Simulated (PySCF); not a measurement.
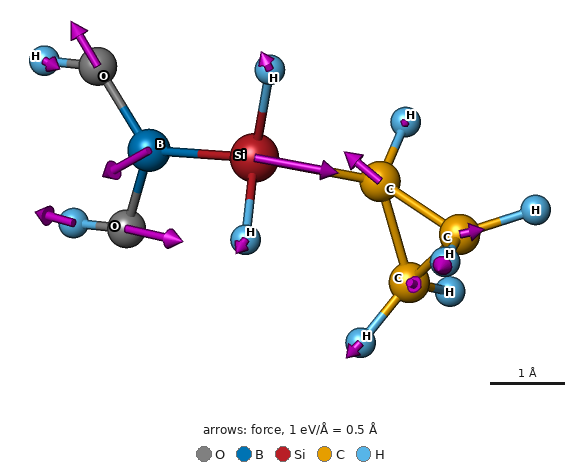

Starting geometry of C3H9BO2Si with the computed forces as purple arrows. A ball-and-stick model, seen from a free direction.

The start comes from GFN2-xTB. Its atoms were then displaced at random by about 0.01 Å.

Theory: PBE0-D3(BJ)/def2-SVP geometry optimisation, gas phase in PySCF. 

### Is this structure relaxed? If not, where do the atoms go?

It isn't relaxed: the largest force vector, on the Si atom, is 2.37 eV/Å. The final displacements have little in common with the starting forces (cosine between the two patterns 0.01). After 23 geometry steps the energy has fallen by 0.227 eV. The atom that moves furthest after the best rigid fit is an O atom (0.83 Å). By element the largest moves are O 0.83 Å, H 0.82 Å, Si 0.19 Å, C 0.17 Å, B 0.07 Å. Near-neighbour distances that change, for instance: B–Si 1.946 → 2.034 Å, C–Si 1.926 → 1.872 Å, H–Si 1.473 → 1.500 Å, H–O 0.938 → 0.965 Å. Among the angles between lasting bonds that change: C–Si–H 104.5° → 111.1°, B–Si–H 116.3° → 110.4°, B–Si–H 114.6° → 109.6°. Groups turn about B–Si by about 45°. The run took 6.3 min on 1 thread of Arm Neoverse N1, with other jobs on the host.
